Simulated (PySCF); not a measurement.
# One shape, several levels: doublet BN+

We compute a comparison of 6 runs (U-revPBE/cc-pVTZ, U-wB97X/cc-pVTZ, UB2PLYP/cc-pVTZ, UM06-2X/cc-pVTZ, UM06-L/cc-pVTZ, UTPSS/cc-pVTZ) of doublet BN+. 

The calculation is run with PySCF 2.14.0.

3 further runs of the same task are left out: 3 set aside as unsound or not needed.

**1. Starting point**

BN+: 2 atoms, total charge +1, spin state doublet. As SMILES of the parent species, `B#N`. The shape is that of a PBE0-D4/def2-TZVP optimisation. That shape belongs to the parent species and isn't relaxed for this state.

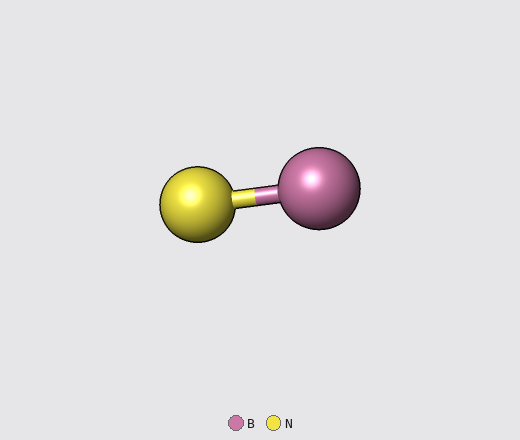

Viewed from a chosen angle; boron pink, nitrogen yellow.

**2. The energy at U-revPBE/cc-pVTZ (run 1)**

File job.py:

```python
from pyscf import gto, dft

molecule = gto.M(
    atom='''
B    0.000000   0.000000  -0.023520
N    0.000000   0.000000   1.291950
''',
    charge=1,
    verbose=4,
    max_memory=1860,
    basis='cc-pvtz',
    spin=1,
)

calc0 = dft.UKS(molecule, xc='revpbe')
calc0.conv_tol = 1e-10
calc0.grids.level = 5
calc0.kernel()
if not calc0.converged:
    calc0 = calc0.newton().run(calc0.mo_coeff, calc0.mo_occ)

e_tot = calc0.e_tot
print('E = %.10f Eh' % e_tot)
```

The run is started by

```console
$ OMP_NUM_THREADS=1 python job.py
```

Standard output:

```text
PySCF version 2.14.0

[... 52 lines left out ...]
WARN: beta  nocc = 5  HOMO -0.310033239770202 >= LUMO -0.3100332397702
[... 1 line left out ...]
WARN: HOMO -0.310033239770191 >= LUMO -0.3100332397702
[... 70 lines left out ...]
converged SCF energy = -78.977796136187  <S^2> = 0.7624168  2S+1 = 2.0123785
E = -78.9777961362 Eh
```

Run time: 6.3 s. Hardware: 1 thread of Arm Neoverse V2, shared host; peak memory 0.29 GiB.

**3. A single-point energy at U-wB97X/cc-pVTZ (run 2)**

File geometry.xyz:

```xyz
2
BN
B      0.000000     0.000000    -0.023520
N      0.000000     0.000000     1.291950
```

File input.py:

```python
from pyscf import gto, dft

mol = gto.M(
    atom='geometry.xyz',
    max_memory=1860,
    spin=1,
    charge=1,
    basis='cc-pvtz',
    verbose=3,
)

mf = dft.UKS(mol, xc='wb97x')
mf.grids.level = 5
mf.conv_tol = 1e-10
mf.kernel()
if not mf.converged:
    mf = mf.newton().run(mf.mo_coeff, mf.mo_occ)

etot = mf.e_tot
print('E(%s) = %.9f' % ('WB97X', etot))
```

The run is started by

```console
$ OMP_NUM_THREADS=1 python input.py
```

Standard output:

```text
SCF not converged.
SCF energy = -78.9532777246615 after 50 cycles  <S^2> = 0.75319105  2S+1 = 2.0031885
converged SCF energy = -78.9604405066408  <S^2> = 1.3584757  2S+1 = 2.5365139
E(WB97X) = -78.960440507
```

It took 41 s on 1 thread of Arm Neoverse V2, shared host; peak memory 0.38 GiB.

Runs 3 to 4 aren't shown in full; the table further down has their settings and results.

**4. The energy at UM06-L/cc-pVTZ (run 5)**

File run.py:

```python
from pyscf import gto, dft

mol = gto.M(
    atom='''
B      0.000000     0.000000    -0.044446
N      0.000000     0.000000     2.441432
''',
    spin=1,
    charge=1,
    unit='bohr',
    max_memory=1860,
    basis='cc-pvtz',
    verbose=3,
)

calc0 = dft.UKS(mol)
calc0.xc = 'm06-l'
calc0.grids.level = 5
calc0.conv_tol = 1e-10
calc0.kernel()
if not calc0.converged:
    calc0 = calc0.newton().run(calc0.mo_coeff, calc0.mo_occ)

e_final = calc0.e_tot
print('Final energy', e_final)
```

The run is started by

```console
$ OMP_NUM_THREADS=1 python run.py
```

Standard output:

```text
WARN: HOMO -0.320037320602179 >= LUMO -0.320037320602183

converged SCF energy = -78.985270853868  <S^2> = 0.75563807  2S+1 = 2.0056301
Final energy -78.98527085386803
```

It took 21 s on 1 thread of Arm Neoverse V2, shared host; peak memory 0.33 GiB.

**5. A single-point energy at UTPSS/cc-pVTZ (run 6)**

File job.py:

```python
from pyscf import gto, dft

mol = gto.M(
    atom='''
B      0.000000     0.000000    -0.023520
N      0.000000     0.000000     1.291950
''',
    spin=1,
    verbose=3,
    charge=1,
    max_memory=1860,
    basis='cc-pvtz',
)

mf = dft.UKS(mol, xc='tpss')
mf.grids.level = 5
mf.conv_tol = 1e-10
mf.kernel()
if not mf.converged:
    mf = mf.newton().run(mf.mo_coeff, mf.mo_occ)

etot = mf.e_tot
print('E(%s) = %.9f' % ('TPSS', etot))
```

The run is started by

```console
$ OMP_NUM_THREADS=1 python job.py
```

Standard output:

```text
WARN: HOMO -0.314977973520036 >= LUMO -0.314977973520037

converged SCF energy = -79.0078596320848  <S^2> = 0.75594637  2S+1 = 2.0059376
E(TPSS) = -79.007859632
```

It took 14 s on 1 thread of Arm Neoverse V2, shared host; peak memory 0.33 GiB.

**6. All runs side by side**

```tsv
run	level	frozen core orbitals	energy (Eh)	HOMO energy (eV)	LUMO energy (eV)	⟨S²⟩	wall time
1	U-revPBE/cc-pVTZ	–	-78.977796	-16.57	-16.37	0.762	6.3 s
2	U-wB97X/cc-pVTZ	–	-78.960441	-20.53	-12.48	1.358	41 s
3	UB2PLYP/cc-pVTZ	2	-78.929411	-18.91	-14.07	0.760	6.3 s
4	UM06-2X/cc-pVTZ	–	-78.949049	-19.10	-14.50	0.756	28 s
5	UM06-L/cc-pVTZ	–	-78.985271	-16.59	-15.58	0.756	21 s
6	UTPSS/cc-pVTZ	–	-79.007860	-16.69	-16.28	0.756	14 s
```

**7. Outcome**

| quantity | value |
| --- | --- |
| run 6: total energy | -79.00786 Eh |
| run 6: HOMO energy (highest over α and β) | -16.69 eV |
| run 6: LUMO energy (lowest over α and β) | -16.28 eV |
| run 6: ⟨S²⟩ | 0.756 |

What this shows: Totals of different functionals can't be ranked against each other. Spin contamination of the reference: run 2 ⟨S²⟩ = 1.36. Where it is this large, the reference is a mixture of spin states, and values that rest on it are in doubt. All runs together took 1.9 min, the longest 41 s.
